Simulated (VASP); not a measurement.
# A VASP study of ReB2 (r2SCAN + rVV10): structure first, properties next, part 2 of 6

Wanted: the relaxed cell of ReB2 and its properties. The start is a cell from a database of measured crystal structures.

VASP 6.6.1; r2SCAN with rVV10; plane waves and PAW (Re, B).

Still holding for the runs below: The k-mesh is coarse for a metal.

So far. Step 2 (Full relaxation (r2SCAN + rVV10)): It ends with a largest force of 0.003 eV/Å and a pressure of -0.01 GPa. The volume lies +0.2 % from that of the database's start.

**3. Single point with fields (r2SCAN + rVV10)**

A single point on the relaxed cell gives a clean self-consistent state, with density, ELF and potential written out.

Input file INCAR:

```
SYSTEM = ReB2
PREC = Accurate
ENCUT = 420
EDIFF = 1E-06
NELM = 100
ISMEAR = 0
SIGMA = 0.05
LREAL = .FALSE.
ALGO = Normal
METAGGA = R2SCAN
LUSE_VDW = .TRUE.
IVDW_NL = 2
BPARAM = 11.95
CPARAM = 0.0093
LASPH = .TRUE.
NBANDS = 19
LORBIT = 11
LWAVE = .FALSE.
LCHARG = .TRUE.
ISIF = 2
LELF = .TRUE.
LVHAR = .TRUE.
```

Input file POSCAR:

```
ReB2
1.0
    2.9017840246      0.0000000000      0.0000000000
   -1.4508920123      2.5130186816      0.0000000000
    0.0000000000      0.0000000000      7.4800785083
Re B
2 4
Direct
    0.3333333333      0.6666666667      0.2500000000
    0.6666666667      0.3333333333      0.7500000000
    0.3333333333      0.6666666667      0.5480082846
    0.6666666667      0.3333333333      0.0480082846
    0.3333333333      0.6666666667      0.9519917154
    0.6666666667      0.3333333333      0.4519917154
```

Input file KPOINTS:

```
Automatic mesh
0
Gamma
8 8 3
0 0 0
```

PAW data sets: Re and B (PBE family, release 64).

On the command line:

```sh
mpirun -np 4 vasp_std
```

What it wrote:

```text
[banner, memory and clock lines left out]
running    4 mpi-ranks, on    1 nodes
 distrk:  each k-point on    4 cores,    1 groups
 distr:  one band on    1 cores,    4 groups

 POSCAR found type information on POSCAR ReB
 POSCAR found :  2 types and       6 ions
 [... a notice as in an earlier step ...]

 [... a notice as in an earlier step ...]

 LDA part: xc-table for (None), standard interpolation
|                                                                             |
|           W    W    AA    RRRRR   N    N  II  N    N   GGGG   !!!           |
|           W    W   A  A   R    R  NN   N  II  NN   N  G    G  !!!           |
|           W    W  A    A  R    R  N N  N  II  N N  N  G       !!!           |
|           W WW W  AAAAAA  RRRRR   N  N N  II  N  N N  G  GGG   !            |
|           WW  WW  A    A  R   R   N   NN  II  N   NN  G    G                |
|           W    W  A    A  R    R  N    N  II  N    N   GGGG   !!!           |
|                                                                             |
|     The number of bands has been changed from the values supplied in        |
|     The orbitals not found in the WAVECAR file will be initialized with     |
|     random numbers, which is usually adequate. For correlated               |
|     calculations, however, you should redo the groundstate calculation.     |
|     I found NBANDS = 19. Now, NBANDS = 20.                                  |
|                                                                             |

 POSCAR, INCAR and KPOINTS ok, starting setup
 FFT: planning ... GRIDC
 FFT: planning ... GRID_SOFT
 FFT: planning ... GRID
 WAVECAR not read
 entering main loop
       N       E                     dE             d eps       ncg     rms          rms(c)
Total rVV10 correction in eV:      0.2851813    35.8663179
DAV:   1    -0.232748237060E+02   -0.23275E+02   -0.11707E+04  1576   0.138E+03
DAV:   2    -0.139532643413E+03   -0.11626E+03   -0.11015E+03  1484   0.391E+02
DAV:   3    -0.144140838670E+03   -0.46082E+01   -0.45410E+01  1472   0.756E+01
DAV:   4    -0.144211896410E+03   -0.71058E-01   -0.70730E-01  1488   0.723E+00
DAV:   5    -0.144213321700E+03   -0.14253E-02   -0.14225E-02  1344   0.164E+00    0.584E+01
Total rVV10 correction in eV:      0.2664874    35.8663179
DAV:   6    -0.136762510347E+03    0.74508E+01   -0.27816E+01  1528   0.916E+01    0.104E+01
Total rVV10 correction in eV:      0.2667318    35.8663180
DAV:   7    -0.136664905183E+03    0.97605E-01   -0.20686E+00  1512   0.275E+01    0.132E+01
Total rVV10 correction in eV:      0.2658695    35.8663180
DAV:   8    -0.136630954538E+03    0.33951E-01   -0.16242E-01  1416   0.375E+00    0.108E+00
Total rVV10 correction in eV:      0.2655957    35.8663180
DAV:   9    -0.136621881563E+03    0.90730E-02   -0.15511E-02  1392   0.275E+00    0.481E-01
Total rVV10 correction in eV:      0.2658657    35.8663180
DAV:  10    -0.136621840990E+03    0.40573E-04   -0.90727E-04  1424   0.453E-01    0.426E-02
Total rVV10 correction in eV:      0.2659247    35.8663180
DAV:  11    -0.136621851783E+03   -0.10793E-04   -0.65004E-05  1408   0.121E-01    0.162E-02
Total rVV10 correction in eV:      0.2659661    35.8663180
DAV:  12    -0.136621852100E+03   -0.31666E-06   -0.34510E-06   904   0.405E-02
Total rVV10 correction in eV:      0.2659733    35.8663180
Total rVV10 correction in eV:      0.2659729    35.8663180
   1 F= -.13662185E+03 E0= -.13662006E+03  d E =-.358693E-02
```

The job ended after 26 s (4 MPI ranks of Intel Xeon Platinum 8488C (Sapphire Rapids), shared host; peak memory 0.6 GiB; 89 s of CPU time).

OUTCAR, selected parts (step 3):

```text
  LATTYP: Found a hexagonal cell.
 ALAT       =     2.9017840246
 C/A-ratio  =     2.5777516331

 Found     20 irreducible k-points:

   k-points           NKPTS =     20   k-points in BZ     NKDIM =     20   number of bands    NBANDS=     20

   NELECT =      26.0000    total number of electrons

 E-fermi :   8.0267

 k-point     1 :       0.0000    0.0000    0.0000
  band No.  band energies     occupation
    ...
      8       5.1890      2.00000
      9       5.5282      2.00000
     10       5.5282      2.00000
     11       5.7019      2.00000
     12       5.7019      2.00000
     13       8.1016      0.03432
     14       8.1016      0.03432
     15      10.5147      0.00000
     16      10.5147      0.00000
     17      12.1772      0.00000
    ...

 k-point     2 :       0.1250    0.0000    0.0000
  band No.  band energies     occupation
    ...
     10       5.4487      2.00000
     11       5.6152      2.00000
     12       6.0702      2.00000
     13       7.1974      2.00000
     14       7.9185      1.99780
     15       9.8568      0.00000
     16      10.0873      0.00000
     17      12.9690      0.00000
     18      13.3307      0.00000
     19      13.6125      0.00000
    ...

  Total        0.0248224      0.0248224     -0.0586133      0.0000000      0.0000000     -0.0000000
  in kB        0.7290998      0.7290998     -1.7216296      0.0000000      0.0000000     -0.0000000
  external PRESSURE =      -0.0878100 kB  Pullay stress =       0.0000000 kB

  energy-cutoff  :      420.00
  volume of cell :       54.55
      direct lattice vectors                 reciprocal lattice vectors
     2.901784025  0.000000000  0.000000000     0.344615585  0.198963901  0.000000000
    -1.450892012  2.513018682  0.000000000     0.000000000  0.397927802  0.000000000
     0.000000000  0.000000000  7.480078508     0.000000000  0.000000000  0.133688436

 POSITION                                       TOTAL-FORCE (eV/Angst)
 -----------------------------------------------------------------------------------
     -0.00000      1.67535      1.87002         0.000000      0.000000     -0.000000
      1.45089      0.83767      5.61006        -0.000000     -0.000000     -0.000000
     -0.00000      1.67535      4.09914         0.000000     -0.000000      0.003735
      1.45089      0.83767      0.35911        -0.000000     -0.000000      0.003735
     -0.00000      1.67535      7.12097         0.000000      0.000000     -0.003735
      1.45089      0.83767      3.38093         0.000000      0.000000     -0.003735
 -----------------------------------------------------------------------------------
    total drift:                               -0.000000      0.000000     -0.000000

  FREE ENERGIE OF THE ION-ELECTRON SYSTEM (eV)
  ---------------------------------------------------
  free  energy   TOTEN  =      -136.6218520998 eV

  energy  without entropy=     -136.6182651665  energy(sigma->0) =     -136.62005863

 total charge
# of ion       s       p       d       tot
------------------------------------------
    1        0.567   0.796   5.030   6.393
    2        0.567   0.796   5.030   6.393
    3        0.696   1.269   0.000   1.965
    4        0.696   1.269   0.000   1.965
    5        0.696   1.269   0.000   1.965
    6        0.696   1.269   0.000   1.965
--------------------------------------------------
tot          3.919   6.669  10.060  20.647

[... 6 parts as in an earlier step ...]

[... 5 further parts left out ...]
```

Numbers from this step:

```yaml
scf_cycles: 12
bands: 20
free_energy_toten: -136.6219 eV
energy_at_zero_smearing: -136.6201 eV
pressure: -0.008781 GPa
```

Valence electrons inside each PAW sphere by angular momentum. Sphere charges, by row:

| atom | s (e) | p (e) | d (e) | tot (e) |
| --- | --- | --- | --- | --- |
| Re1 | 0.567 | 0.796 | 5.03 | 6.393 |
| Re2 | 0.567 | 0.796 | 5.03 | 6.393 |
| B3 | 0.696 | 1.269 | 0 | 1.965 |
| B4 | 0.696 | 1.269 | 0 | 1.965 |
| B5 | 0.696 | 1.269 | 0 | 1.965 |
| B6 | 0.696 | 1.269 | 0 | 1.965 |

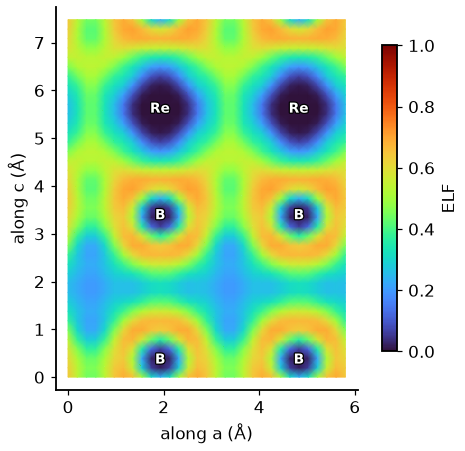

ELF in the ac plane at fractional y = 0.333, with atoms of Re and B within 0.2 Å of it. It is the smooth field of the valence electrons, not physical close to the nuclei.

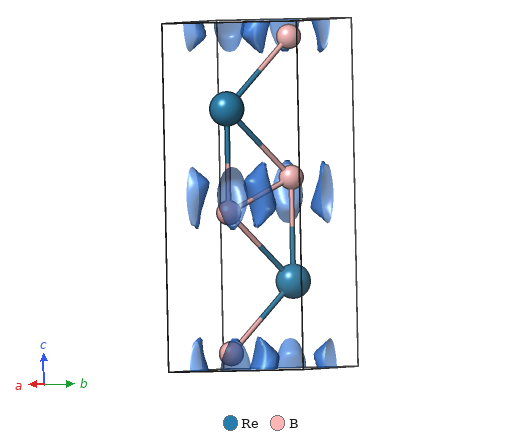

Surface of ELF = 0.75.

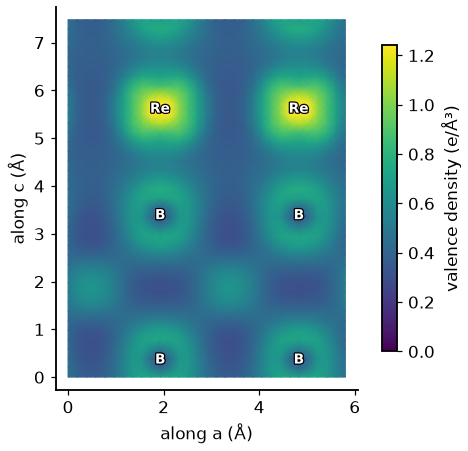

Valence density in the ac plane at fractional y = 0.333, with atoms of Re and B within 0.2 Å of it. It is the smooth field of the valence electrons, not physical close to the nuclei.

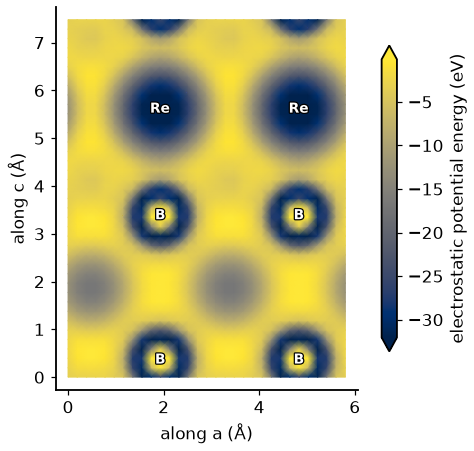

Electrostatic potential energy in the ac plane at fractional y = 0.333, with atoms of Re and B within 0.2 Å of it. With pseudopotentials it is smooth inside the atoms' cores, unlike the true potential.

In this run the pressure is -0.01 GPa, small enough to go on.

**4. Bands along the symmetry lines (r2SCAN + rVV10)**

The mesh alone shows little of the dispersion and can miss band extrema, so KPOINTS_OPT adds a path through the symmetry points after the self-consistent cycle.

Edit INCAR of step 3 so:

```diff
@@ -15,8 +15,6 @@
 LASPH = .TRUE.
-NBANDS = 19
+NBANDS = 29
 LORBIT = 11
 LWAVE = .FALSE.
-LCHARG = .TRUE.
-ISIF = 2
-LELF = .TRUE.
-LVHAR = .TRUE.
+LCHARG = .FALSE.
+KPAR = 4
```

POSCAR is that of step 3.

KPOINTS is that of step 3.

Input file KPOINTS_OPT:

```
Line mode
16
Line-mode
Reciprocal
  0.00000000   0.00000000   0.00000000 GAMMA
  0.50000000   0.00000000   0.00000000 M

  0.50000000   0.00000000   0.00000000 M
  0.33333333   0.33333333   0.00000000 K

  0.33333333   0.33333333   0.00000000 K
  0.00000000   0.00000000   0.00000000 GAMMA

  0.00000000   0.00000000   0.00000000 GAMMA
  0.00000000   0.00000000   0.50000000 A

  0.00000000   0.00000000   0.50000000 A
  0.50000000   0.00000000   0.50000000 L

  0.50000000   0.00000000   0.50000000 L
  0.33333333   0.33333333   0.50000000 H

  0.33333333   0.33333333   0.50000000 H
  0.00000000   0.00000000   0.50000000 A

  0.50000000   0.00000000   0.50000000 L
  0.50000000   0.00000000   0.00000000 M

  0.33333333   0.33333333   0.00000000 K
  0.33333333   0.33333333   0.50000000 H
```

On the command line:

```sh
mpirun -np 4 vasp_std
```

What it wrote:

```text
[banner, memory and clock lines left out]
running    4 mpi-ranks, on    1 nodes
 distrk:  each k-point on    1 cores,    4 groups
 distr:  one band on    1 cores,    1 groups

 POSCAR found type information on POSCAR ReB
 POSCAR found :  2 types and       6 ions
 [... a notice as in an earlier step ...]

 [... a notice as in an earlier step ...]

 LDA part: xc-table for (None), standard interpolation
 POSCAR, INCAR and KPOINTS ok, starting setup
 FFT: planning ... GRIDC
 FFT: planning ... GRID_SOFT
 FFT: planning ... GRID
 WAVECAR not read
 entering main loop
       N       E                     dE             d eps       ncg     rms          rms(c)
Total rVV10 correction in eV:      0.2851813    35.8663179
Total rVV10 correction in eV:      0.2851813    35.8663179
Total rVV10 correction in eV:      0.2851813    35.8663179
Total rVV10 correction in eV:      0.2851813    35.8663179
DAV:   1    -0.408821928156E+02   -0.40882E+02   -0.11045E+04  2320   0.947E+02
DAV:   2    -0.141308538314E+03   -0.10043E+03   -0.93393E+02  2059   0.276E+02
DAV:   3    -0.144188317104E+03   -0.28798E+01   -0.28553E+01  2064   0.465E+01
DAV:   4    -0.144212949076E+03   -0.24632E-01   -0.24593E-01  1982   0.438E+00
DAV:   5    -0.144213402557E+03   -0.45348E-03   -0.45332E-03  1960   0.931E-01    0.584E+01
Total rVV10 correction in eV:      0.2664861    35.8663179
Total rVV10 correction in eV:      0.2664861    35.8663179
Total rVV10 correction in eV:      0.2664861    35.8663179
Total rVV10 correction in eV:      0.2664861    35.8663179
DAV:   6    -0.136763446894E+03    0.74500E+01   -0.13320E+01  2088   0.631E+01    0.102E+01
Total rVV10 correction in eV:      0.2672133    35.8663180
Total rVV10 correction in eV:      0.2672133    35.8663180
Total rVV10 correction in eV:      0.2672133    35.8663180
Total rVV10 correction in eV:      0.2672133    35.8663180
DAV:   7    -0.136663230933E+03    0.10022E+00   -0.15637E+00  2072   0.193E+01    0.133E+01
Total rVV10 correction in eV:      0.2660416    35.8663180
Total rVV10 correction in eV:      0.2660416    35.8663180
Total rVV10 correction in eV:      0.2660416    35.8663180
Total rVV10 correction in eV:      0.2660416    35.8663180
DAV:   8    -0.136631658591E+03    0.31572E-01   -0.13040E-01  2008   0.257E+00    0.129E+00
Total rVV10 correction in eV:      0.2657855    35.8663180
Total rVV10 correction in eV:      0.2657855    35.8663180
Total rVV10 correction in eV:      0.2657855    35.8663180
Total rVV10 correction in eV:      0.2657855    35.8663180
DAV:   9    -0.136622140429E+03    0.95182E-02   -0.96568E-03  1912   0.142E+00    0.438E-01
Total rVV10 correction in eV:      0.2658939    35.8663180
Total rVV10 correction in eV:      0.2658939    35.8663180
Total rVV10 correction in eV:      0.2658939    35.8663180
Total rVV10 correction in eV:      0.2658939    35.8663180
DAV:  10    -0.136621833839E+03    0.30659E-03   -0.77648E-04  1984   0.505E-01    0.386E-02
Total rVV10 correction in eV:      0.2659373    35.8663180
Total rVV10 correction in eV:      0.2659373    35.8663180
Total rVV10 correction in eV:      0.2659373    35.8663180
Total rVV10 correction in eV:      0.2659373    35.8663180
DAV:  11    -0.136621852546E+03   -0.18707E-04   -0.56521E-05  1912   0.540E-02    0.203E-02
Total rVV10 correction in eV:      0.2659721    35.8663180
Total rVV10 correction in eV:      0.2659721    35.8663180
Total rVV10 correction in eV:      0.2659721    35.8663180
Total rVV10 correction in eV:      0.2659721    35.8663180
DAV:  12    -0.136621851534E+03    0.10114E-05   -0.66615E-06  1784   0.493E-02    0.330E-03
Total rVV10 correction in eV:      0.2659712    35.8663180
Total rVV10 correction in eV:      0.2659712    35.8663180
Total rVV10 correction in eV:      0.2659712    35.8663180
Total rVV10 correction in eV:      0.2659712    35.8663180
DAV:  13    -0.136621852347E+03   -0.81270E-06   -0.24552E-07   880   0.701E-03
Total rVV10 correction in eV:      0.2659727    35.8663180
Total rVV10 correction in eV:      0.2659727    35.8663180
Total rVV10 correction in eV:      0.2659727    35.8663180
Total rVV10 correction in eV:      0.2659727    35.8663180
Total rVV10 correction in eV:      0.2659721    35.8663180
Total rVV10 correction in eV:      0.2659721    35.8663180
Total rVV10 correction in eV:      0.2659721    35.8663180
Total rVV10 correction in eV:      0.2659721    35.8663180
   1 F= -.13662185E+03 E0= -.13662006E+03  d E =-.358688E-02
 Start KPOINTS_OPT (optional k-point list driver)
k-point batch [1-20\144]
       N       E                     dE             ncg
DAV:   1     0.340634457553E+04   -0.77238E+04     2320
DAV:   2     0.135772575956E+04   -0.20486E+04     2040
DAV:   3     0.129895028129E+04   -0.58775E+02     2022
DAV:   4     0.129835855213E+04   -0.59173E+00     1984
DAV:   5     0.129834371143E+04   -0.14841E-01     1904
DAV:   6     0.129834301903E+04   -0.69240E-03     1936
DAV:   7     0.129834298979E+04   -0.29235E-04     1832
DAV:   8     0.129834298896E+04   -0.83127E-06     1072
[...]
k-point batch [141-144\144]
       N       E                     dE             ncg
DAV:   1     0.174879705039E+05   -0.37026E+04      464
DAV:   2     0.171056994283E+05   -0.38227E+03      400
DAV:   3     0.170940945672E+05   -0.11605E+02      400
DAV:   4     0.170939487028E+05   -0.14586E+00      408
DAV:   5     0.170939452749E+05   -0.34279E-02      408
DAV:   6     0.170939451806E+05   -0.94339E-04      408
DAV:   7     0.170939451770E+05   -0.35917E-05      320
DAV:   8     0.170939451769E+05   -0.63323E-07      272
```

It took 99 s on 4 MPI ranks; peak memory 0.97 GiB; 6.4 min of CPU time.

OUTCAR, selected parts (step 4):

```text
 Found     20 irreducible k-points:

   k-points           NKPTS =     20   k-points in BZ     NKDIM =     20   number of bands    NBANDS=     29

   NELECT =      26.0000    total number of electrons

 E-fermi :   8.0267

 k-point     1 :       0.0000    0.0000    0.0000
  band No.  band energies     occupation
    ...
      8       5.1890      2.00000
      9       5.5281      2.00000
     10       5.5281      2.00000
     11       5.7019      2.00000
     12       5.7019      2.00000
     13       8.1015      0.03439
     14       8.1015      0.03439
     15      10.5148      0.00000
     16      10.5148      0.00000
     17      12.1772      0.00000
    ...

 k-point     2 :       0.1250    0.0000    0.0000
  band No.  band energies     occupation
    ...
     10       5.4487      2.00000
     11       5.6152      2.00000
     12       6.0702      2.00000
     13       7.1974      2.00000
     14       7.9184      1.99781
     15       9.8568      0.00000
     16      10.0873      0.00000
     17      12.9687      0.00000
     18      13.3303      0.00000
     19      13.5889      0.00000
    ...

  Total        0.0268742      0.0268742     -0.0547835      0.0000000      0.0000000     -0.0000000
  in kB        0.7893675      0.7893675     -1.6091378      0.0000000      0.0000000     -0.0000000
  external PRESSURE =      -0.0101342 kB  Pullay stress =       0.0000000 kB

 POSITION                                       TOTAL-FORCE (eV/Angst)
 -----------------------------------------------------------------------------------
     -0.00000      1.67535      1.87002        -0.000000     -0.000000      0.000000
      1.45089      0.83767      5.61006        -0.000000      0.000000      0.000000
     -0.00000      1.67535      4.09914         0.000000     -0.000000      0.003372
      1.45089      0.83767      0.35911        -0.000000      0.000000      0.003372
     -0.00000      1.67535      7.12097         0.000000     -0.000000     -0.003372
      1.45089      0.83767      3.38093        -0.000000      0.000000     -0.003372
 -----------------------------------------------------------------------------------
    total drift:                               -0.000000      0.000000     -0.000000

  FREE ENERGIE OF THE ION-ELECTRON SYSTEM (eV)
  ---------------------------------------------------
  free  energy   TOTEN  =      -136.6218523468 eV

  energy  without entropy=     -136.6182654685  energy(sigma->0) =     -136.62005891

[... 10 parts as in an earlier step ...]

[... 4 further parts left out ...]
```

Spin-orbit coupling is off here; with elements this heavy it splits and shifts levels by tenths of an eV or more.

This step gave:

```yaml
scf_cycles: 13
bands: 29
pressure: -0.001013 GPa
```

Electronic bands along the path, in eV, zero at the Fermi level; # counts the bands kept, so #1 is VASP's band 2:

| point | #9 | #10 | #11 | #12 | #13 | #14 | #15 | #16 |
| --- | --- | --- | --- | --- | --- | --- | --- | --- |
| Γ | -2.50 | -2.32 | -2.32 | 0.07 | 0.07 | 2.49 | 2.49 | 4.15 |
| M | -2.98 | -2.21 | -1.98 | -1.17 | 2.64 | 2.84 | 3.93 | 4.00 |
| K | -3.24 | -3.24 | -2.62 | -0.94 | 2.02 | 2.02 | 3.88 | 4.54 |
| Γ | -2.50 | -2.32 | -2.32 | 0.07 | 0.07 | 2.49 | 2.49 | 4.15 |
| A | -2.85 | -1.15 | -1.15 | -1.15 | -1.15 | 3.93 | 3.93 | 3.93 |
| L | -3.98 | -1.56 | -1.56 | 1.84 | 1.84 | 3.04 | 3.04 | 3.81 |
| H | -4.38 | -2.86 | -2.86 | 0.75 | 0.75 | 2.49 | 2.49 | 5.16 |
| A | -2.85 | -1.15 | -1.15 | -1.15 | -1.15 | 3.93 | 3.93 | 3.93 |
| jump to L | -3.98 | -1.56 | -1.56 | 1.84 | 1.84 | 3.04 | 3.04 | 3.81 |
| M | -2.98 | -2.21 | -1.98 | -1.17 | 2.64 | 2.84 | 3.93 | 4.00 |
| jump to K | -3.24 | -3.24 | -2.62 | -0.94 | 2.02 | 2.02 | 3.88 | 4.54 |
| H | -4.38 | -2.86 | -2.86 | 0.75 | 0.75 | 2.49 | 2.49 | 5.16 |

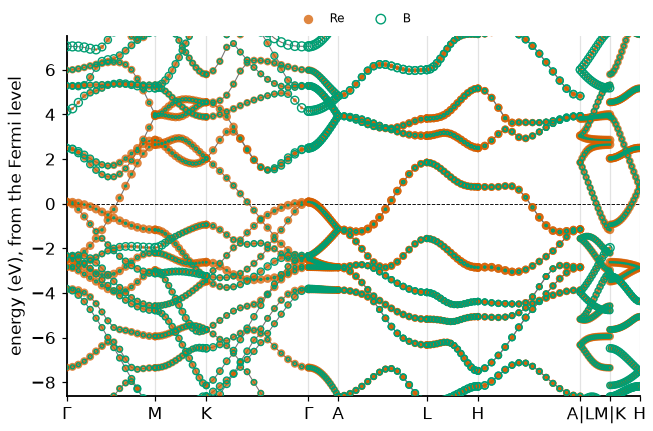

Electronic bands along the path; dots are coloured as in the legend, and their area grows with the weight.

There is no gap at this level.

[end of part 2 of 6]

[Lines on the potential files, build, host, timing and source positions are cut from VASP's logs without a mark.]

[Logs are printed without paths, hosts, clocks, repeated set-up lines and the standing remarks that a program may print on its own settings, such as how far it seeks lower states.]

[Hosts, paths, dates, database ids (printed as entryN), source tags and the programs' standing remarks are cut or masked in the printed files.]

[A measured line is paired with the nearest computed mode of its activity, which favours agreement.]
